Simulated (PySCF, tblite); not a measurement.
# C₅H₁₂BN₂ radical: geometry, infrared bands and EPR parameters

Wanted: the infrared bands and EPR parameters of C₅H₁₂BN₂ radical (`C[C](C)N1BNCC1`), by calculation.

The runs use tblite 0.8.0 and PySCF 2.14.0, with density-fitted response routines of our own; the level of theory stands in each step. All values are computed, except where a source is named. Atoms are numbered from 0 throughout.

## 1. The starting structure

20 atoms, charge 0, multiplicity 2; geometry from: force field or distance geometry start.

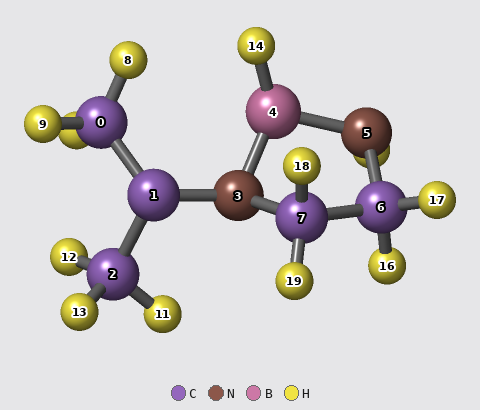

As it starts; carbon purple, nitrogen brown, boron pink, hydrogen yellow, atoms numbered; sticks join atoms by distance.

## 2. Optimising the geometry with GFN2-xTB

The job: settings as JSON, then the geometry in Å.

```
{"job": {"kind": "relax", "xc": "GFN2-xTB", "basis": "xTB"}, "charge": 0, "multiplicity": 2}
C     -1.871100     1.188500    -0.373700
C     -1.159500     0.134400     0.382500
C     -1.940200    -1.161300     0.194200
N      0.166500    -0.152600    -0.033900
B      0.854700     0.920600    -0.835800
N      2.283000     0.374900    -0.927800
C      2.402300    -0.517600     0.219800
C      1.143800    -0.287300     1.048100
H     -1.334600     2.122800    -0.524600
H     -2.780800     1.460000     0.246100
H     -2.284900     0.796400    -1.337700
H     -1.230600    -1.982900    -0.042600
H     -2.614600    -1.074700    -0.681800
H     -2.520600    -1.445900     1.083000
H      0.702200     2.095600    -0.645700
H      2.316400    -0.180300    -1.786500
H      2.389400    -1.585400    -0.077900
H      3.302500    -0.299900     0.839300
H      1.241900     0.707600     1.501600
H      0.929100    -1.102200     1.750300
```

The run is started by

```console
OMP_NUM_THREADS=1 python probes_run.py task.json out
```

The driver reads the jobs from task.json and runs them one after another.

The program printed:

```text
step      E/eV     max force
  0    -647.76637    3.458
  1    -648.22187    2.225
  2    -648.55852    1.069
  3    -648.71182    1.093
  4    -648.92344    1.465
  5    -649.12887    1.214
  6    -649.30952    1.206
  7    -649.44462    1.027
  8    -649.61723    0.667
  9    -649.68542    0.627
 10    -649.76925    0.732
 11    -649.85095    0.761
 12    -649.93767    0.756
 13    -650.02505    0.569
 14    -650.08997    1.063
 15    -650.15462    0.810
 16    -650.21146    0.594
 17    -650.32289    0.637
 18    -650.35662    0.507
 19    -650.39999    0.366
 20    -650.41555    0.392
 21    -650.43118    0.323
 22    -650.44518    0.206
 23    -650.44996    0.143
 24    -650.45412    0.166
 25    -650.45775    0.145
 26    -650.46194    0.146
 27    -650.46672    0.141
 28    -650.47282    0.176
 29    -650.47982    0.195
 30    -650.48642    0.166
 31    -650.49191    0.166
 32    -650.49737    0.179
 33    -650.50402    0.207
 34    -650.51199    0.209
 35    -650.52049    0.242
 36    -650.52854    0.216
 37    -650.53541    0.152
 38    -650.54096    0.140
 39    -650.54518    0.139
 40    -650.54881    0.168
 41    -650.55267    0.172
 42    -650.55632    0.200
 43    -650.55918    0.133
 44    -650.56136    0.134
 45    -650.56340    0.101
 46    -650.56612    0.124
 47    -650.56825    0.116
 48    -650.57018    0.103
 49    -650.57214    0.105
 50    -650.57512    0.129
 51    -650.57952    0.179
 52    -650.58572    0.205
 53    -650.59375    0.194
 54    -650.60194    0.252
 55    -650.60889    0.247
 56    -650.61554    0.207
 57    -650.62151    0.239
 58    -650.62543    0.132
 59    -650.63043    0.146
 60    -650.63575    0.208
 61    -650.64103    0.182
 62    -650.64473    0.212
 63    -650.64899    0.185
 64    -650.65380    0.132
 65    -650.65776    0.112
 66    -650.65985    0.121
 67    -650.66211    0.147
 68    -650.66451    0.105
 69    -650.66708    0.094
 70    -650.66853    0.074
 71    -650.66943    0.087
 72    -650.67132    0.101
 73    -650.67306    0.098
 74    -650.67462    0.094
 75    -650.67577    0.093
 76    -650.67688    0.090
 77    -650.67827    0.071
 78    -650.67971    0.082
 79    -650.68104    0.092
 80    -650.68220    0.081
 81    -650.68329    0.066
 82    -650.68423    0.061
 83    -650.68507    0.055
 84    -650.68574    0.060
 85    -650.68637    0.055
 86    -650.68702    0.050
 87    -650.68758    0.044
 88    -650.68791    0.035
 89    -650.68809    0.029
 90    -650.68824    0.033
 91    -650.68843    0.037
 92    -650.68872    0.039
 93    -650.68912    0.056
 94    -650.68951    0.051
 95    -650.68982    0.036
 96    -650.69004    0.034
 97    -650.69023    0.030
 98    -650.69042    0.034
 99    -650.69058    0.035
100    -650.69071    0.027
101    -650.69082    0.022
102    -650.69095    0.027
103    -650.69112    0.029
104    -650.69129    0.034
105    -650.69145    0.031
106    -650.69164    0.039
107    -650.69188    0.043
108    -650.69215    0.033
109    -650.69236    0.032
110    -650.69251    0.035
111    -650.69266    0.033
112    -650.69290    0.036
113    -650.69320    0.041
114    -650.69347    0.036
115    -650.69366    0.044
116    -650.69383    0.045
117    -650.69413    0.047
118    -650.69455    0.052
119    -650.69500    0.052
120    -650.69542    0.060
121    -650.69591    0.060
122    -650.69653    0.065
123    -650.69730    0.062
124    -650.69808    0.054
125    -650.69871    0.057
126    -650.69906    0.067
127    -650.69944    0.078
128    -650.69985    0.053
129    -650.70030    0.029
130    -650.70066    0.037
131    -650.70095    0.034
132    -650.70112    0.022
133    -650.70121    0.020
134    -650.70128    0.019
135    -650.70135    0.017
136    -650.70140    0.016
137    -650.70143    0.011
138    -650.70145    0.011
139    -650.70147    0.011
140    -650.70150    0.011
141    -650.70153    0.011
142    -650.70156    0.010
143    -650.70159    0.012
144    -650.70162    0.010
145    -650.70164    0.012
146    -650.70166    0.012
147    -650.70169    0.012
148    -650.70173    0.014
149    -650.70178    0.019
150    -650.70184    0.024
151    -650.70191    0.021
152    -650.70198    0.017
153    -650.70204    0.019
154    -650.70208    0.016
155    -650.70213    0.018
156    -650.70216    0.012
157    -650.70218    0.011
158    -650.70221    0.012
159    -650.70225    0.015
160    -650.70230    0.017
161    -650.70235    0.017
162    -650.70241    0.016
163    -650.70247    0.019
164    -650.70252    0.019
165    -650.70256    0.015
166    -650.70259    0.010
```

Wall time 1.1 s (1 thread of Intel Xeon Platinum 8488C, shared host).

Step by step: (not every step is listed)

| step | energy from step 0 (eV) | largest force (eV/Å) |
| --- | --- | --- |
| 0 | 0.0000 | 3.4583 |
| 1 | -0.4555 | 2.2253 |
| 2 | -0.7921 | 1.0688 |
| 3 | -0.9454 | 1.0926 |
| 4 | -1.1571 | 1.4648 |
| 5 | -1.3625 | 1.2145 |
| 6 | -1.5431 | 1.2064 |
| 7 | -1.6782 | 1.0266 |
| 8 | -1.8509 | 0.6666 |
| 23 | -2.6836 | 0.1429 |
| 38 | -2.7746 | 0.1403 |
| 53 | -2.8274 | 0.1939 |
| 68 | -2.8981 | 0.1051 |
| 83 | -2.9187 | 0.0546 |
| 98 | -2.9240 | 0.0340 |
| 113 | -2.9268 | 0.0413 |
| 128 | -2.9335 | 0.0535 |
| 143 | -2.9352 | 0.0121 |
| 158 | -2.9358 | 0.0124 |
| 161 | -2.9360 | 0.0170 |
| 162 | -2.9360 | 0.0163 |
| 163 | -2.9361 | 0.0194 |
| 164 | -2.9361 | 0.0194 |
| 165 | -2.9362 | 0.0147 |
| 166 | -2.9362 | 0.0096 |

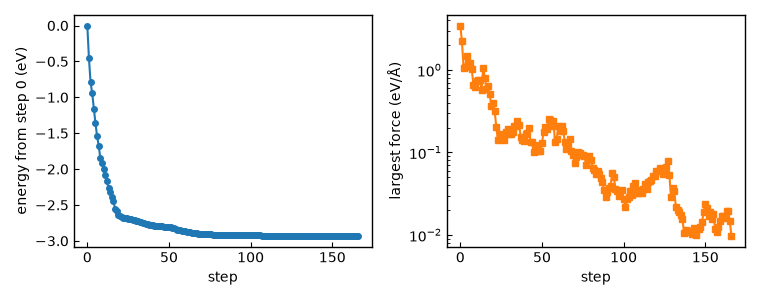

Energy and largest force along the relaxation.

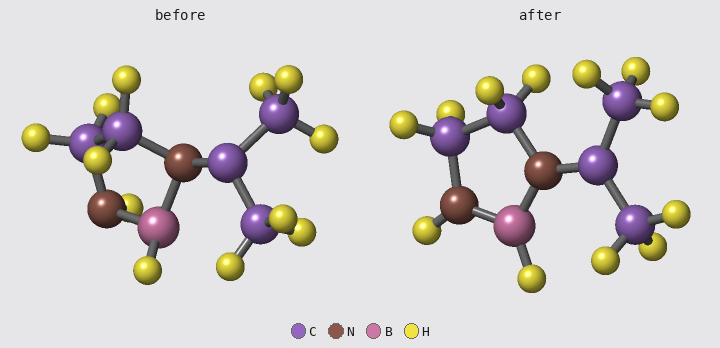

The geometry before (left) and after (right).

Distances of close pairs at the start and the end, largest changes first:

| bond | before (Å) | after (Å) | change (Å) |
| --- | --- | --- | --- |
| B4–N5 | 1.532 | 1.407 | -0.125 |
| N3–B4 | 1.506 | 1.422 | -0.084 |
| C0–H9 | 1.134 | 1.087 | -0.047 |
| C1–N3 | 1.419 | 1.373 | -0.046 |
| B4–H14 | 1.200 | 1.162 | -0.038 |
| C1–C2 | 1.524 | 1.490 | -0.034 |
| C0–H10 | 1.120 | 1.095 | -0.025 |
| C2–H12 | 1.109 | 1.087 | -0.022 |

The next job starts from the end point, and lists it.

## 3. Vibrational analysis with GFN2-xTB

The job: settings as JSON, then the geometry in Å.

```
{"job": {"kind": "ir", "xc": "GFN2-xTB", "basis": "xTB"}, "charge": 0, "multiplicity": 2}
C     -2.008409     1.143905    -0.722892
C     -1.217606     0.147317     0.050700
C     -1.890331    -0.917813     0.847042
N      0.147243     0.153748    -0.102712
B      0.979538     1.008774    -0.875822
N      2.309245     0.596178    -0.671769
C      2.409768    -0.532285     0.220762
C      0.950999    -0.822155     0.615499
H     -1.692217     2.163495    -0.487942
H     -3.066922     1.050894    -0.495990
H     -1.873580     1.013431    -1.801935
H     -1.734382    -1.917624     0.423103
H     -2.961165    -0.735375     0.876120
H     -1.527483    -0.951115     1.878867
H      0.652013     1.890082    -1.559362
H      3.161672     0.965362    -1.052153
H      2.868283    -1.397622    -0.278190
H      3.022376    -0.293366     1.100724
H      0.805954    -0.714688     1.696003
H      0.659856    -1.840464     0.336910
```

The program printed:

```text
mode    cm-1     km/mol
  1      12.0      1.51
  2      51.7      2.87
  3     104.8      0.39
  4     128.4      0.34
  5     157.6      0.33
  6     221.2      1.04
  7     242.8     10.88
  8     354.5      0.47
  9     368.1     21.02
 10     447.3     56.66
 11     450.7      0.88
 12     558.3      0.05
 13     687.0      3.76
 14     696.2     59.19
 15     822.6     11.27
 16     863.6      0.08
 17     911.6      2.35
 18     965.9      0.56
 19     985.2      2.36
 20     995.9      0.18
 21    1012.2      2.03
 22    1027.8      5.82
 23    1078.3      0.37
 24    1102.0     47.36
 25    1111.3      0.59
 26    1175.0      2.64
 27    1182.5     23.56
 28    1208.7      0.14
 29    1231.9     75.91
 30    1268.8    121.01
 31    1303.7      5.84
 32    1329.9     49.52
 33    1390.5     42.88
 34    1399.2     14.91
 35    1418.4      0.56
 36    1466.5     20.68
 37    1468.6     90.09
 38    1479.0     53.94
 39    1484.2      3.72
 40    1497.4      0.70
 41    1503.1      1.71
 42    1507.9      1.34
 43    2703.1    148.69
 44    2846.0     51.72
 45    2873.0     47.84
 46    2892.7     90.77
 47    2898.6     16.01
 48    2900.2    111.19
 49    2926.8      6.12
 50    2938.1    114.07
 51    2950.2     43.96
 52    3041.3      2.92
 53    3049.5     67.07
 54    3517.5      1.69
```

Wall time 0.72 s (1 thread of Intel Xeon Platinum 8488C, shared host).

The strongest bands and the atoms that carry them (share of the mass-weighted mode):

| cm⁻¹ | km/mol | atoms |
| --- | --- | --- |
| 1232 | 75.9 | B4 21 %, H15 17 %, N3 12 % |
| 1269 | 121.0 | C6 22 %, B4 16 %, H16 15 %, H17 14 % |
| 1469 | 90.1 | N3 25 %, C1 20 % |
| 2703 | 148.7 | H14 91 % |
| 2893 | 90.8 | H17 49 %, H16 42 % |
| 2900 | 111.2 | H18 44 %, H19 32 % |
| 2938 | 114.1 | H13 43 %, H19 24 %, H18 20 % |
| 3050 | 67.1 | H12 63 %, H9 31 % |

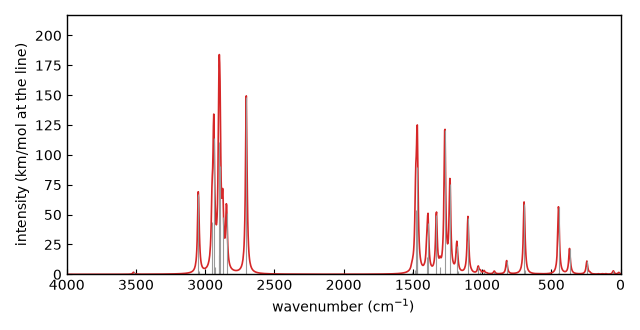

The infrared spectrum from these modes, unscaled. Lines are broadened to a width of 14 cm⁻¹ (Lorentzian).

## 4. EPR parameters: B3LYP/pcH-1

Same as in step 3 but for these lines:

```diff
@@ -1,2 +1,2 @@
-{"job": {"kind": "ir", "xc": "GFN2-xTB", "basis": "xTB"}, "charge": 0, "multiplicity": 2}
+{"job": {"kind": "epr", "basis": "pcH-1"}, "charge": 0, "multiplicity": 2}
 C     -2.008409     1.143905    -0.722892
```

Level: UKS B3LYP, pcH-1 on B C H N, non-relativistic, mean-field spin-orbit, GIAO.

The program printed:

```text
UKS, coarse grid
  cycle   1  E = -332.08814270  |g| = 3.79e-01
  cycle   2  E = -332.06390132  |g| = 4.55e-01
  cycle   3  E = -332.16098772  |g| = 6.61e-02
  cycle   4  E = -332.16234259  |g| = 3.49e-02
  cycle   5  E = -332.16290741  |g| = 7.83e-03
  cycle   6  E = -332.16294030  |g| = 4.52e-03
  cycle   7  E = -332.16295182  |g| = 1.29e-03
  cycle   8  E = -332.16295250  |g| = 8.25e-04
UKS, final grid
  cycle   1  E = -332.16291824  |g| = 1.30e-03
  cycle   2  E = -332.16291698  |g| = 2.20e-03
  cycle   3  E = -332.16291897  |g| = 1.34e-04
  cycle   4  E = -332.16291898  |g| = 3.08e-05
  cycle   5  E = -332.16291898  |g| = 2.35e-05
E = -332.16291898 Eh   <S^2> = 0.7544 (exact 0.7500)
g shifts (ppm)      1          2          3
  rmc          -155       -155       -155
  gc             -4         33         45
  oz_so         -15        627       1005
  total        -174        505        895
hyperfine (MHz)  atom isotope    a_iso     a_fc   dipolar eigenvalues
    0   13C     -30.75     -30.75     -1.31     -0.87      2.18
    1   13C      80.18      80.18    -70.83    -69.90    140.73
    2   13C     -31.30     -31.30     -1.39     -0.58      1.98
    3   14N      -3.35      -3.35     -5.00     -4.21      9.21
    4   11B       0.30       0.30     -6.05     -2.78      8.83
    5   14N       2.77       2.77     -3.69     -3.30      6.99
    6   13C      -2.50      -2.50     -0.39     -0.24      0.62
    7   13C      -3.72      -3.72     -1.17     -0.35      1.52
    8    1H      74.77      74.77     -4.28     -3.47      7.75
    9    1H       2.76       2.76     -4.76     -3.26      8.02
   10    1H      89.86      89.86     -3.99     -3.28      7.27
   11    1H     106.14     106.14     -3.88     -3.35      7.23
   12    1H       2.99       2.99     -4.67     -3.30      7.96
   13    1H      83.57      83.57     -4.04     -3.75      7.79
   14    1H      -7.11      -7.11     -2.81     -1.71      4.52
   15    1H      -5.78      -5.78     -5.10     -1.59      6.68
   16    1H       3.91       3.91     -1.39     -0.68      2.06
   17    1H       3.66       3.66     -1.38     -0.67      2.05
   18    1H      14.80      14.80     -2.91     -2.02      4.93
   19    1H      12.36      12.36     -2.78     -1.90      4.67
```

It took 95 s on 1 thread of Intel Xeon Platinum 8488C, shared host; peak memory 0.99 GiB.

Principal g values 2.00214, 2.00282, 2.00321; g(iso) = 2.00273, against 2.00232 for a free electron.

Hyperfine couplings; where a row names several nuclei, a(iso) is their mean (it holds for fast rotation or exchange) and the dipolar term the largest among them:

| nuclei | isotope | a(iso) (MHz) | a(iso) (G, at g = 2.0023) | largest dipolar term (MHz) |
| --- | --- | --- | --- | --- |
| C1 | 13C | 80.2 | 28.6 | 140.7 |
| H8, H9, H10, H11, H12, H13 | 1H | 60.0 | 21.4 | 8.0 |
| C0, C2 | 13C | -31.0 | -11.1 | 2.2 |
| H18, H19 | 1H | 13.6 | 4.8 | 4.9 |
| H14 | 1H | -7.1 | -2.5 | 4.5 |
| H15 | 1H | -5.8 | -2.1 | 6.7 |
| H16, H17 | 1H | 3.8 | 1.4 | 2.1 |
| C7 | 13C | -3.7 | -1.3 | 1.5 |
| N3 | 14N | -3.3 | -1.2 | 9.2 |
| N5 | 14N | 2.8 | 1.0 | 7.0 |
| C6 | 13C | -2.5 | -0.9 | 0.6 |
| B4 | 11B | 0.3 | 0.1 | 8.8 |

Mulliken spin populations:

C0 -0.07; C1 0.78; C2 -0.07; N3 0.04; B4 0.10; N5 0.05; C6 0.00; C7 -0.01; H8 0.04; H9 0.00; H10 0.05; H11 0.05; H12 0.00; H13 0.03; H14 -0.01; H15 0.00; H16 0.00; H17 0.00; H18 0.01; H19 0.00

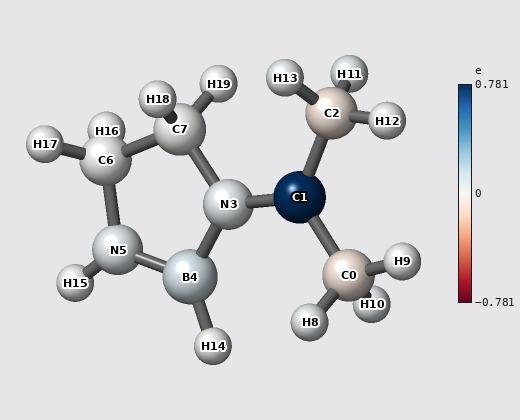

Mulliken spin populations, as colours on the atoms.

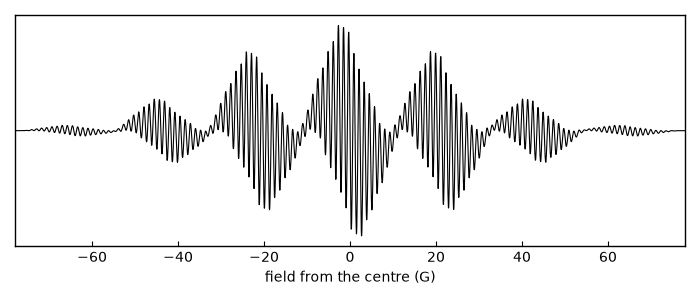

First-order isotropic spectrum (first derivative, main isotopes with spin only, couplings over 0.8 MHz, Gaussian width 0.4 G; couplings of the frozen geometry, rotation of groups not averaged beyond the rows shown).

The fields below are evaluated on a grid from the run's orbitals.

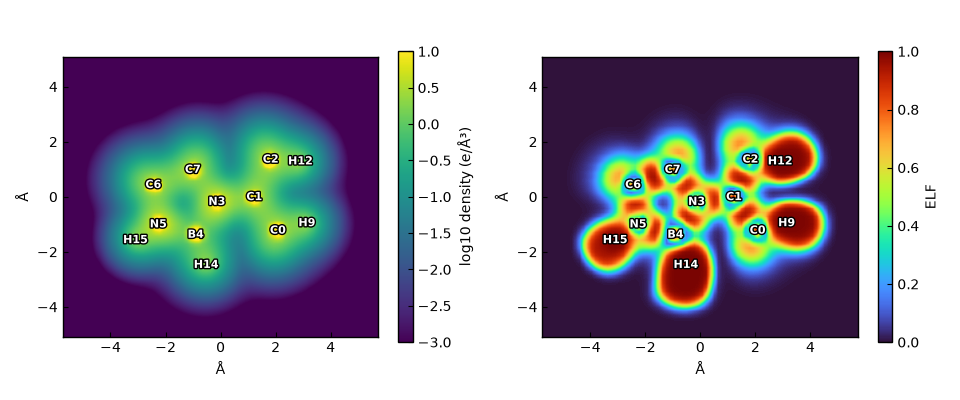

Density (left) and ELF (right) in a plane through or near 12 of the atoms.

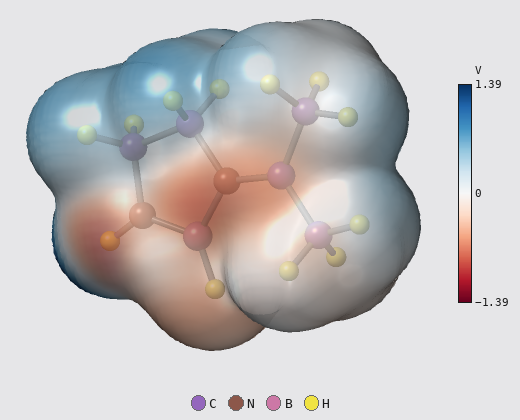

Electrostatic potential on the surface of density 0.002 e/bohr³; red is low, blue high. It runs from -0.71 V near N5 to 1.39 V near H15.

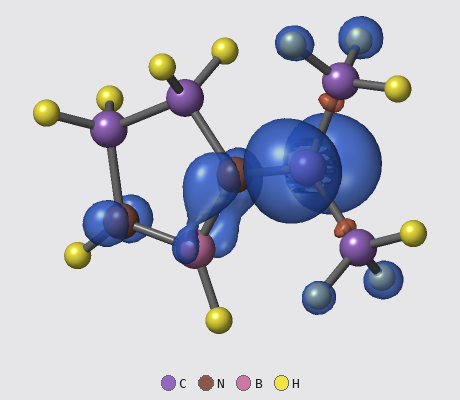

Spin density at ±0.04 e/Å³ (alpha excess blue, beta excess red).

## 5. Outcome

```
                                                                  quantity                  value
                                 strongest single infrared mode (GFN2-xTB)  2703 cm⁻¹, 149 km/mol
                                              zero-point energy (GFN2-xTB)         106.1 kcal/mol
                                                            g(iso) (B3LYP)                2.00273
                                                                      ⟨S²⟩     0.754 (exact 0.75)
                                        largest a(iso) (averaged by class)    13C on C1, 80.2 MHz
potential on the surface of density 0.002 e/bohr³, 1st and 99th percentile     -0.71 V and 1.39 V
```

**Reading.** The optimisation took 166 steps and gained 2.936 eV; among the close pairs (by a distance rule), B4–N5 changed most, from 1.532 to 1.407 Å. No mode is imaginary among the 54: a minimum at this level. The strongest single mode, at 2703 cm⁻¹, moves mainly H14. GFN2-xTB is a fitted tight-binding method: band positions and strengths are rough. Its intensities can rank the bands wrongly. C1 carries the largest spin population, 0.78 e. The isotropic g lies 0.4 ppt above the free-electron value. The conformer search found further structures of the same energy, which may be mirror or relabelled copies of this one.
